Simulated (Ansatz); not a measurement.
Profile along the Ge–Ge line in Ge (diamond)

Ge (diamond)

```cif
data_Ge2
_chemical_formula_sum 'Ge2'
_space_group_name_H-M_alt 'P 1'
_space_group_IT_number 1
_cell_length_a 4.01365
_cell_length_b 4.01365
_cell_length_c 4.01365
_cell_angle_alpha 60.000
_cell_angle_beta 60.000
_cell_angle_gamma 60.000
loop_
_space_group_symop_operation_xyz
  'x, y, z'
loop_
_atom_site_label
_atom_site_type_symbol
_atom_site_fract_x
_atom_site_fract_y
_atom_site_fract_z
_atom_site_occupancy
Ge1 Ge 0.50000 0.50000 0.50000 1
Ge2 Ge 0.75000 0.75000 0.75000 1
```

Fields along a shortest Ge–Ge line of a {110} plane (2.46 Å), from Ge to Ge, interpolated on the slice's grid (step about 0.2 Å). All values below come from PBEsol (plane waves to 420 eV, PAW, scalar-relativistic; Ansatz, a quantum-chemistry and plane-wave program). k mesh 14×14×14. These are valence fields of a PAW run, semicore shells included where kept as valence: close to a nucleus they are smooth pseudo fields. Ge was relaxed with its symmetry unable to fall.

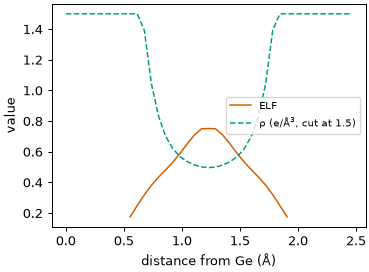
Figure: ELF (away from the nuclei) and valence density from Ge to Ge.

Density on the Ge–Ge line (2.46 Å) at its midpoint: 0.50 e/Å³. ELF at that point: 0.8. ELF maximum in the middle third of the Ge–Ge line: 0.75, 1.2 Å from Ge.
